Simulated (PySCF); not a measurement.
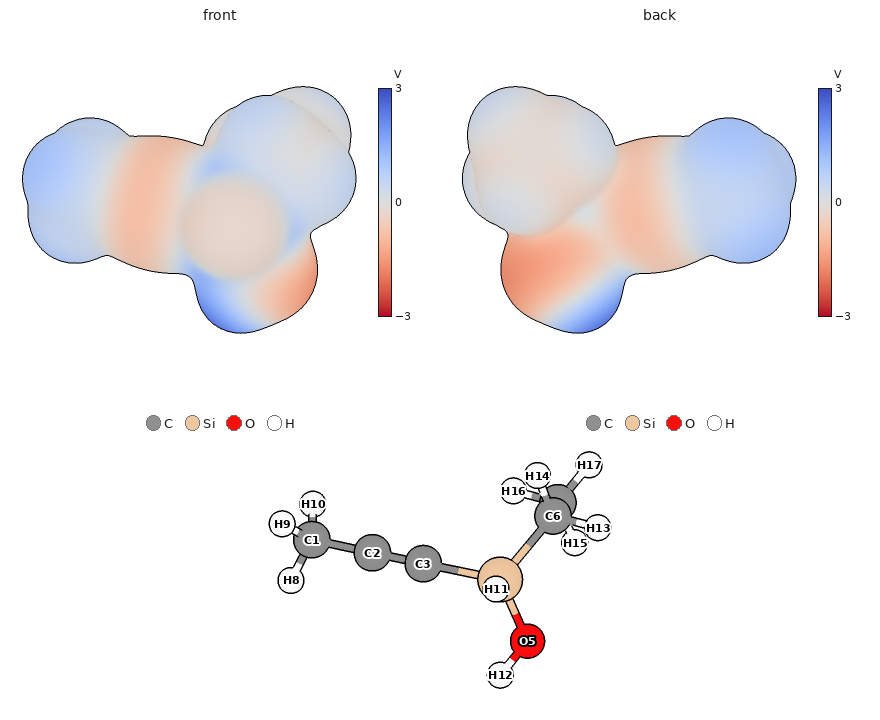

C5H10OSi. The molecular electrostatic potential painted on the density surface at 0.002 e/bohr³, seen from the front and from behind; red is negative and blue positive. The bare structure is drawn below in the same view.

Geometry: PBE0-D3(BJ)/def2-SVP.

These are results of PBE0/pcSseg-1, SCF density, gas phase, non-relativistic in PySCF, not measurements.

Input

```
{"job": {"kind": "nmr", "xc": "PBE0", "basis": "pcSseg-1"}, "charge": 0, "multiplicity": 1}
C      3.348879     0.644171    -0.368238
C      2.030397     0.043675    -0.288383
C      0.921356    -0.461202    -0.226320
Si    -0.753443    -1.205309    -0.124286
O     -0.889228    -2.088563     1.286789
C     -2.070620     0.115751    -0.052960
C     -1.921810     1.067817     1.130392
H      4.067219     0.105241     0.269219
H      3.730763     0.621769    -1.400900
H      3.326124     1.694400    -0.037905
H     -0.932506    -2.080164    -1.324121
H     -0.147512    -2.661882     1.499396
H     -3.048455    -0.396429    -0.025084
H     -2.042245     0.664427    -1.010825
H     -1.978863     0.522502     2.084653
H     -0.949670     1.585143     1.106689
H     -2.709125     1.837824     1.136135
```

Run with:

```sh
OMP_NUM_THREADS=1 python probes_run.py task.json out
```

> Describe the electrostatic potential map.

The most negative region (about −1.6 V) lies over O5, the most positive (about +2.2 V) over H12. O5 is the likeliest acceptor of a hydrogen bond.

> What dipole moment does the calculation give?

Its dipole moment is 2.29 D.
